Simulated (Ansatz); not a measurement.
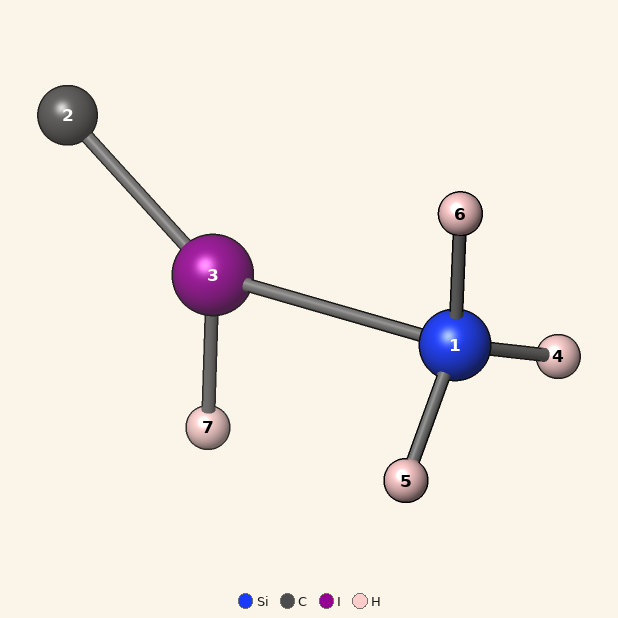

Atoms carry their numbers in the input. State: charge +1, singlet. The computed structure is the end point of a PBE0-D4/def2-TZVP optimisation. No frequency run is at hand to confirm it as a minimum.

How are the neighbours of atom 3 arranged?

I3 has 3 neighbours (Si1 at 2.71, C2 at 2.00, H7 at 1.71 Å); the arrangement is trigonal planar.

What is the geometry at Si1?

Si1 has 4 neighbours (I3 at 2.71, H4 at 1.47, H5 at 1.47, H6 at 1.47 Å); the arrangement is tetrahedral.
